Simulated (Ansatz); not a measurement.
BH2O (SMILES [BH]O): the energy, rung by rung

The species is BH2O (4 atoms), meant as a doublet with charge 0. SMILES: `[BH]O`. The coordinates come from a PBE0-D4/def2-TZVP relaxation.

```tsv
atom	x (Å)	y (Å)	z (Å)
B	-0.0061	-0.4855	0.3883
O	0.1197	0.5445	-0.4486
H	-1.0642	-1.0324	0.5403
H	1.0061	0.9132	-0.5003
```

Each level gives the energy change with the B1–H3 bond stretched from 1.201 to 1.801 Å (eV). The values are calculated.

```
            level                    kind  program  value (eV)  less FCI/STO-3G  CPU time (all runs)
      UPBE/STO-3G                     GGA   Ansatz        2.28            -0.07                1.6 s
     UPBE0/STO-3G           global hybrid   Ansatz        2.55            +0.20                1.6 s
   U-wB97X/STO-3G  range-separated hybrid   Ansatz        2.61            +0.26                7.7 s
UCAM-B3LYP/STO-3G  range-separated hybrid   Ansatz        2.56            +0.21                  2 s
  UCCSD(T)/STO-3G   coupled cluster or CI   Ansatz        2.36            +0.01                0.2 s
     UCCSD/STO-3G   coupled cluster or CI   Ansatz        2.39            +0.04               0.19 s
 UCCSDT(Q)/STO-3G   coupled cluster or CI   Ansatz        2.35             0.00               0.82 s
   UCCSDTQ/STO-3G   coupled cluster or CI   Ansatz        2.35             0.00                 25 s
       FCI/STO-3G    full CI, core frozen   Ansatz        2.35             0.00                0.7 s
```

FCI/STO-3G is exact within its basis and frozen core, so for wave-function methods in that basis the difference is their error; functionals converge differently with the basis, so for them it is only a difference. The first shape isn't each level's own minimum. The values span 2.28 to 2.61 eV. Spin contamination of the reference (⟨S²⟩ at least 0.1 too high) touches UCCSD(T)/STO-3G, UCCSD/STO-3G, UCCSDT(Q)/STO-3G, UCCSDTQ/STO-3G (up to 0.17 too high). All rows use very small basis sets, so none should be taken for the real molecule's value. In so small a basis fixed costs decide the times, and correlated methods can beat functionals. Times are those of the runs behind each value, whatever else they computed, on shared processors of several kinds: orders of magnitude only.

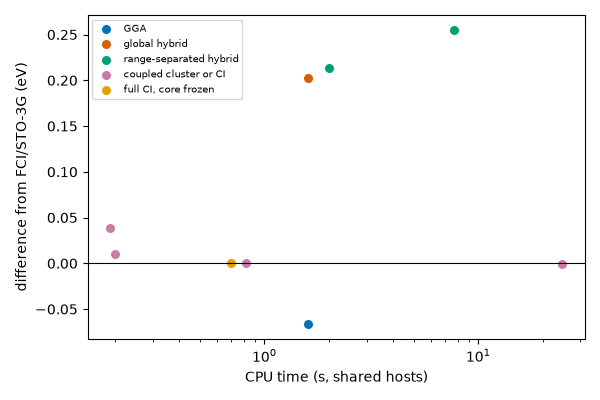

Difference from FCI/STO-3G against processor time, one point a level.
